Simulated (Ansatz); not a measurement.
**r2SCAN0/6-31G(d) (spherical functions) run of BH3 (borane)**

Aim: the energy change on altering one bond length of BH3 (borane) at r2SCAN0/6-31G* (spherical functions), from 2 runs. 

The calculation is run with Ansatz 0.2.0.

54 further runs of the same task are left out: 54 set aside as unsound or not needed.

## (1) Starting point

BH3: 4 atoms, total charge 0, spin state singlet. SMILES: `B`. The coordinates come from a PBE0-D4/def2-TZVP relaxation.

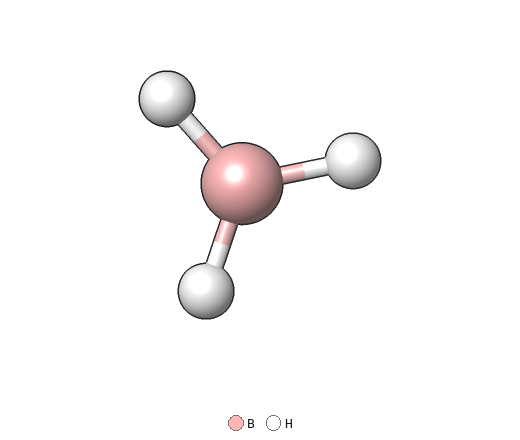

Viewed from a chosen angle; boron pink, hydrogen white.

## (2) A single-point energy at r2SCAN0/6-31G(d) (spherical functions)

molecule.yaml

```yaml
basis:
  gaussian:
    orbitals: 6-31G_st_-spherical.json
crystal:
  periodic: [false, false, false]
  atoms:
    - {symbol: B, position_ang: [0.013900, -0.015100, -0.005100]}
    - {symbol: H, position_ang: [0.982200, 0.381700, 0.568800]}
    - {symbol: H, position_ang: [-0.276200, -1.171800, 0.043000]}
    - {symbol: H, position_ang: [-0.664400, 0.744900, -0.626900]}
magnetization:
  spin_polarized: false
  initial_magnetization: 0
hamiltonian:
  xc: {name: r2SCAN0}
accuracy: high
```

The basis set 6-31G* is read from a file made from the Basis Set Exchange's data (not shown).

On the command line:

```
$ ansatz run molecule.yaml --threads 1 --pin off --max-ram 2610MiB --events-out events.jsonl --progress --plain --runs-dir runs
```

Output:

```text
Warning: RAYON_NUM_THREADS=1 ignored (pool sized by the plan → 1); use --threads N
Functional definition: r2SCAN0
  name "r2SCAN0"
  parameter a = 0.25
  parameter k0 = 0.174
  parameter k1 = 0.065
  parameter a1 = 4.9479
  exchange = (1 - a)*r2scan_x(k0 = k0, k1 = k1, a1 = a1) + a*exact_x
  correlation = r2scan_c
417 factors; integrals over basis functions are off by at most 2.5e-9 eV
mean field evaluation 1: about -722.9811 eV, gradient 7.1e0 eV
mean field evaluation 2: about -723.1408 eV, gradient 3.3e0 eV
mean field evaluation 4: about -723.1778 eV, gradient 2.8e-1 eV
mean field evaluation 8: about -723.1728 eV, gradient 8.2e-4 eV
mean field -723.17281174 eV, -26.5761106473 hartree, gradient 3.6e-8 eV, S^2 0.000000; 0 other end points of the search recorded, 0 dependent functions left out
reference -723.17281205 eV, -26.5761106586 hartree; 4, 4 occupied and 16, 16 virtual orbitals, 417 factors
Total energy: -723.17281205 eV, -26.5761106586 hartree
```

It took 1.2 s on 1 thread of Arm Neoverse V1, shared host; peak memory 0.097 GiB.

## (3) The distorted shape

in.yaml

```yaml
crystal:
  periodic: [false, false, false]
  atoms:
    - {symbol: B, position_ang: [-0.228206, -0.114313, -0.148594]}
    - {symbol: H, position_ang: [0.982200, 0.381700, 0.568800]}
    - {symbol: H, position_ang: [-0.518306, -1.271013, -0.100494]}
    - {symbol: H, position_ang: [-0.906506, 0.645687, -0.770394]}
basis:
  gaussian:
    orbitals: 6-31G_st_-spherical.json
hamiltonian:
  xc: {name: r2SCAN0}
accuracy: high
```

The basis set 6-31G* is read from a file made from the Basis Set Exchange's data (not shown).

On the command line:

```
$ ansatz run in.yaml --threads 1 --pin off --max-ram 2610MiB --events-out events.jsonl --progress --plain --runs-dir runs
```

Output:

```text
Warning: RAYON_NUM_THREADS=1 ignored (pool sized by the plan → 1); use --threads N
Functional definition: r2SCAN0
  name "r2SCAN0"
  parameter a = 0.25
  parameter k0 = 0.174
  parameter k1 = 0.065
  parameter a1 = 4.9479
  exchange = (1 - a)*r2scan_x(k0 = k0, k1 = k1, a1 = a1) + a*exact_x
  correlation = r2scan_c
415 factors; integrals over basis functions are off by at most 2.4e-9 eV
mean field evaluation 1: about -722.3416 eV, gradient 5.4e0 eV
mean field evaluation 2: about -722.4383 eV, gradient 2.4e0 eV
mean field evaluation 4: about -722.4601 eV, gradient 4.9e-1 eV
mean field evaluation 8: about -722.4562 eV, gradient 2.1e-3 eV
mean field -722.45616716 eV, -26.5497744446 hartree, gradient 1.2e-8 eV, S^2 0.000000; 0 other end points of the search recorded, 0 dependent functions left out
reference -722.45616747 eV, -26.5497744562 hartree; 4, 4 occupied and 16, 16 virtual orbitals, 415 factors
Total energy: -722.45616747 eV, -26.5497744562 hartree
```

Run time: 1.3 s. Hardware: 1 thread of Arm Neoverse V1, shared host; peak memory 0.097 GiB.

## (4) Results

Level: r2SCAN0/6-31G* (spherical functions).

| quantity | value |
| --- | --- |
| first shape: total energy | -26.57611 Eh |
| distorted shape: total energy | -26.54977 Eh |
| energy change with the B1–H2 bond stretched from 1.193 to 1.492 Å | 0.717 eV |

In words: With the B1–H2 bond stretched from 1.193 to 1.492 Å the energy rises by 0.72 eV (16.5 kcal/mol). The first shape isn't relaxed at this level, so the change isn't measured from a minimum.
